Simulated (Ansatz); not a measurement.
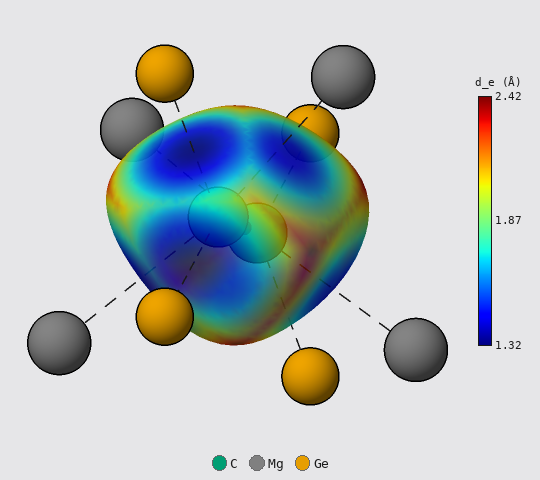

Hirshfeld surface computed for one C$_{2}$ unit (covalently bonded non-metal atoms) in MgGeC₂ (P6_222), coloured by d_e. Dashed lines lead to the closest neighbours outside.

The surface is where the fragment's share of the procrystal density (the sum of the densities of spherically averaged neutral Hartree-Fock atoms) equals one half. d_i and d_e are the distances from the surface to the nearest nucleus inside and outside.

The cell is taken from coordinates from a relaxation with DFT PBE, scalar-relativistic, plane waves, PAW in Ansatz; the starting structure was generated, so it need not be a known form of this composition.

```xyz
12
Lattice="4.8917 0.0000 0.0000 -2.4459 4.2364 0.0000 0.0000 0.0000 10.1148" Properties=species:S:1:pos:R:3 pbc="T T T"
Mg   -1.2229    2.1182    1.6858
Mg    2.4459    0.0000    5.0574
Mg    1.2229    2.1182    8.4290
Ge    0.0000    0.0000    8.4290
Ge    0.0000    0.0000    5.0574
Ge    0.0000    0.0000    1.6858
C     1.7944    0.0000    0.0000
C    -0.8972    1.5540    6.7432
C     1.5487    2.6824    3.3716
C    -1.5487    2.6824    6.7432
C     3.0974    0.0000    0.0000
C     0.8972    1.5540    3.3716
```

### What is the shortest distance from the fragment to an atom outside it?

C–Ge, 2.46 Å.

### How is the surface shared among contacts (nearest atom inside ··· nearest atom outside)?

C···Mg 51 %, C···Ge 49 %. The surface faces 8 neighbours with more than 2 % of its area each: 4 Mg + 4 Ge.

### Give the size and shape of the surface.

It encloses about 20.2 Å³, has an area of about 37 Å² and a globularity of 0.98 (1 for a sphere).
